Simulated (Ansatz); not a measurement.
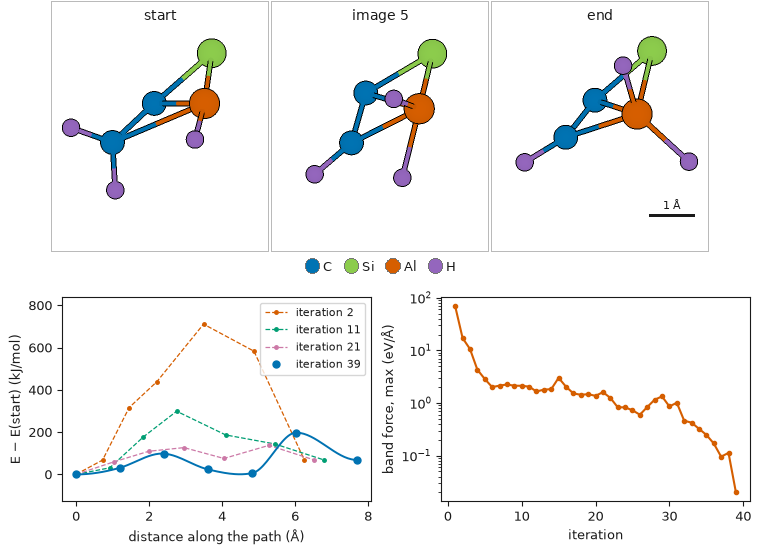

NEB run on C₂H₃AlSi. Images are numbered from 0 (start) to 6 (end). The plot follows the band through its iterations. A ball-and-stick model, seen from a free direction.

Level of theory: UKS revPBE/def2-SVP in Ansatz 0.2.0. Set-up: 5 movable images; climbing image; force threshold 0.03 eV/Å; iteration limit 60; starting path through a guess of the saddle point.

Judge this run.

The run is converged, with reservations. The band converged in 39 iterations. The largest component of the band force went from 69 to 0.02 eV/Å. The climbing image converged on the top of the path. Its vibrational analysis gives one imaginary mode (974i cm⁻¹), as a transition state must have. The first iteration put the highest image at 2174.8 kJ/mol. Forward barrier 197.7 kJ/mol, backward barrier 129.0 kJ/mol, with image 5 at the top; the reaction energy is +68.7 kJ/mol. The profile has 2 maxima (images 2, 5) with a dip at image 4 (+6.1 kJ/mol), so the process runs in steps.

Cost: 5.3 min on 2 threads of Intel(R) Xeon(R) Platinum 8488C (Sapphire Rapids), on a shared host, peak memory 0.21 GiB.
